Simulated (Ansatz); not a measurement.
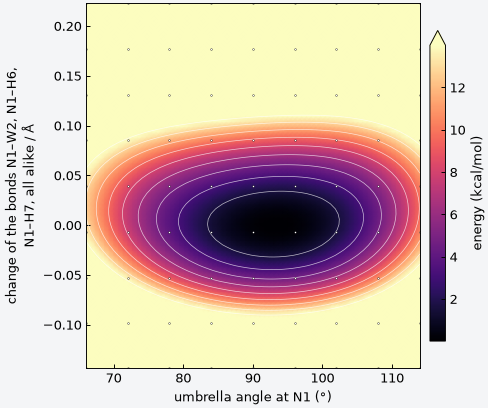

FH2NOSW, SMILES [NH2][W](=[O])([F])=[S]. Coordinates scanned: (1) umbrella angle at N1 (between each of its bonds and their common axis; 90 is planar); (2) change of the bonds N1–W2, N1–H6, N1–H7, all alike. Nothing is relaxed (all other coordinates rigid). Grid: 9 × 9 points. Points are written as (first, second). Energies: kcal/mol, counted from the relaxed molecule at the same level. All numbers below come from Ansatz, RKS BHLYP-D4/def2-SVP.

Drawn: a smooth colour map with a few white contour lines, dots at the grid points, one colour for all values above the top of the scale. Between grid points the surface is interpolated.

### Where is the minimum, and how stiff is the well along each coordinate?

The interpolated minimum is at the first coordinate ≈ 93.3°, the second coordinate ≈ 0.000 Å. The curvatures there are about 5 eV/rad² and 127 eV/Å², with a cross term of about −2 eV/(rad·Å). Round the minimum the two coordinates are weakly coupled (coupling −0.06 in units of the two stiffnesses). (1 eV is 23.1 kcal/mol.)
